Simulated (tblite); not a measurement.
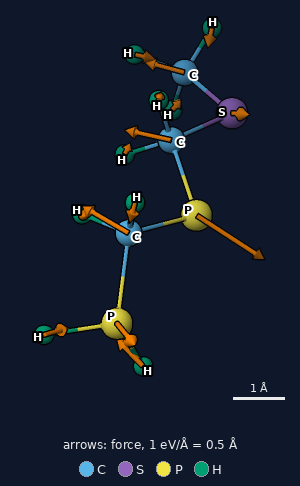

Starting geometry of C3H9P2S (charge −1) with the computed forces as orange arrows. A ball-and-stick model, seen from a free direction.

These are results of GFN2-xTB geometry optimisation, gas phase in tblite 0.8.0, not measurements. 

Q: Is this structure relaxed? If not, where do the atoms go?

A: It isn't relaxed: the largest force vector, on a P atom, is 3.32 eV/Å. The final displacements have little in common with the starting forces (cosine between the two patterns 0.02). The energy falls by 1.533 eV in 156 geometry steps. The largest move after the best rigid fit is that of an H atom, 1.82 Å. By element the largest moves are H 1.82 Å, P 1.80 Å, C 1.12 Å, S 0.48 Å. Among the contacts that change: P–P 3.051 → 2.738 Å, C–P 1.806 → 1.862 Å, H–P 1.444 → 1.392 Å, C–H 1.125 → 1.093 Å. Bond angles that change, for instance: H–P–H 108.5° → 89.3°, C–P–H 113.5° → 95.1°, P–C–P 113.3° → 95.7°. Groups turn about C–P by about 125°, C–S by about 100°, C–S by about 50°. Cost: 1.8 s on 1 thread of Arm Neoverse N1, with other jobs on the host.
